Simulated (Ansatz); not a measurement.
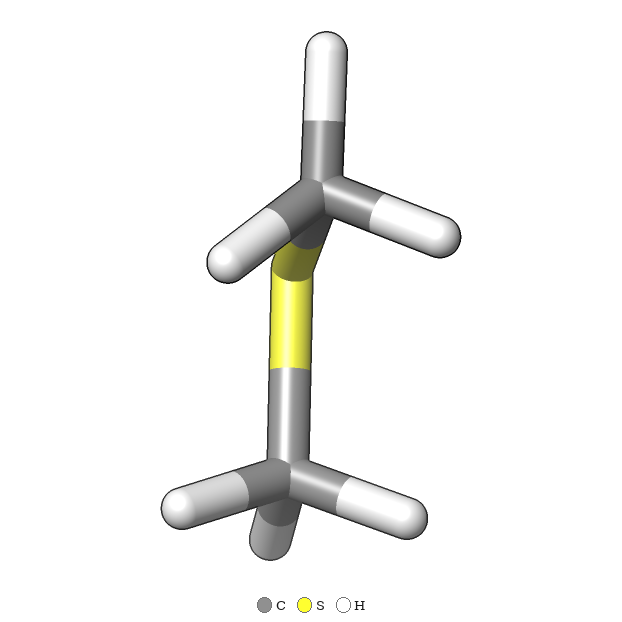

Starting geometry of the run.

Ansatz 0.2.0 input:

```yaml
crystal:
  periodic: [false, false, false]
  atoms:
    - {symbol: C, position_ang: [-0.474893, 1.046888, -0.732491]}
    - {symbol: S, position_ang: [0.734290, -0.098036, -0.828670]}
    - {symbol: C, position_ang: [0.430372, -0.976031, 0.707429]}
    - {symbol: H, position_ang: [-1.461291, 0.579205, -0.706684]}
    - {symbol: H, position_ang: [-0.404731, 1.666017, -1.627382]}
    - {symbol: H, position_ang: [-0.347395, 1.684079, 0.145067]}
    - {symbol: H, position_ang: [-0.566567, -1.421425, 0.717877]}
    - {symbol: H, position_ang: [1.170581, -1.773924, 0.774739]}
    - {symbol: H, position_ang: [0.316033, -0.171058, 1.436346]}
basis:
  gaussian: {orbitals: def2-TZVPP}
correlation: {method: ccsd_t}
```

What the program printed:

```
Functional definition: HF
  name "HF"
  cite "Fock, Z. Phys. 61, 126 (1930) doi:10.1007/BF01340294"
  parent pbe
  exchange = exact_x
  correlation = 0
1072 factors; integrals over basis functions are off by at most 1.1e-3 eV
mean field evaluation 1: about -12971.8716 eV, gradient 2.5e1 eV
mean field evaluation 2: about -12972.0612 eV, gradient 2.5e1 eV
mean field evaluation 4: about -12973.8563 eV, gradient 3.0e0 eV
mean field evaluation 8: about -12973.8877 eV, gradient 1.4e-1 eV
mean field evaluation 16: about -12973.4531 eV, gradient 8.8e0 eV
mean field -12973.88779580 eV, -476.7815824786 hartree, gradient 1.0e-6 eV, S^2 0.000000; 0 other end points of the search recorded, 0 dependent functions left out
7 core orbitals not correlated: weight in the atoms' cores, before any rotation towards them, 1.000 or more for the frozen orbitals, at most 0.000 for the correlated occupied ones
reference -12973.88779580 eV, -476.7815824786 hartree; 10, 10 occupied and 171, 171 virtual orbitals, 1072 factors
second order -14.69657890 eV of doubles, -0.00000000 eV of singles
cycle   1  -15.40906710 eV  change   -7.1e-1 eV  update   7.5e-2
cycle   2  -15.79039732 eV  change   -3.8e-1 eV  update   2.2e-2
cycle   3  -15.83901374 eV  change   -4.9e-2 eV  update   7.6e-3
cycle   4  -15.83722047 eV  change    1.8e-3 eV  update   1.8e-3
cycle   5  -15.83719673 eV  change    2.4e-5 eV  update   5.2e-4
cycle   6  -15.83718024 eV  change    1.6e-5 eV  update   1.5e-4
cycle   7  -15.83715579 eV  change    2.4e-5 eV  update   4.4e-5
cycle   8  -15.83716081 eV  change   -5.0e-6 eV  update   1.6e-5
perturbative correction -0.63669267 eV, -0.0233980240 hartree
Total energy: -12990.36164927 eV, -477.3869854274 hartree
```
